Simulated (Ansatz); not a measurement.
Fields on a plane of KBr (rock salt)

```
KBr
1.0
    0.00000     3.30411     3.30411
    3.30411     0.00000     3.30411
    3.30411     3.30411     0.00000
Br K
1 1
Direct
  0.00000   0.00000   0.00000
  0.50000   0.50000   0.50000
```

The slice is a {100} plane (indices of the conventional cell) through the point (0.000, 0.000, 0.000) (fractional), spanned by u = [100] and v = [0 1 -1] in vectors of this cell: u (4.67 Å) and v (4.67 Å, at 90° to u). It covers one period; positions are fractions (u, v).

Atoms on it: Br at (0.00, 0.00); K at (0.50, 0.50).

The numbers are results of r2SCAN (plane waves to 500 eV, PAW, scalar-relativistic; Ansatz, a program for electronic structure), not measurements. k mesh 9×9×9. These are valence fields of a PAW run, semicore shells included where kept as valence: close to a nucleus they are smooth pseudo fields. KBr was relaxed with its symmetry unable to fall.

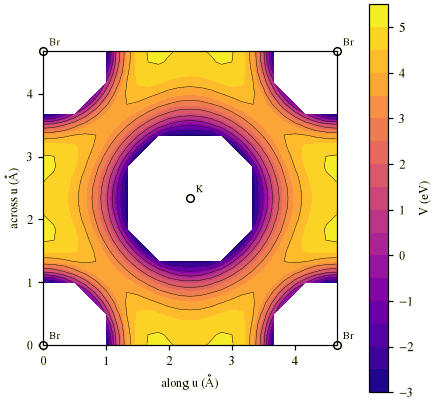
Fig. 1. Electrostatic potential energy of an electron, from the cell's mean, in eV, one period of the plane, atoms marked. Points within 1 Å of a nucleus are left white, as the pseudised field means little there. Values under -3 eV are set to -3. The zero, the cell's mean, hangs on the PAW cores.

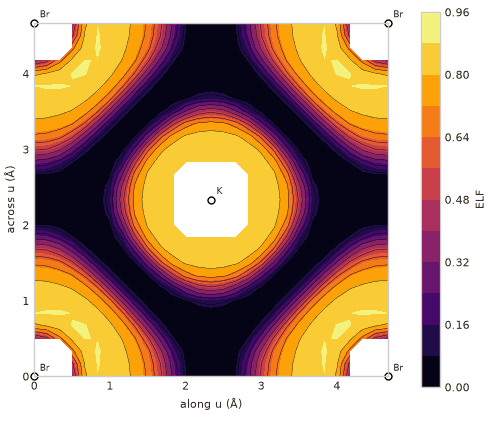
Figure. Electron localisation function (ELF), one period of the plane, atoms marked. Points within 0.5 Å of a nucleus are left white, as the pseudised field means little there.

- Density on the Br–K line (3.30 Å) at its density minimum, 1.8 Å from Br = 0.07 e/Å³
- ELF at that point = 0.0
- Character of the Br–K contact (rough rule: ELF there above 0.7 covalent, below 0.2 ionic, polar between) = closed-shell (ionic)
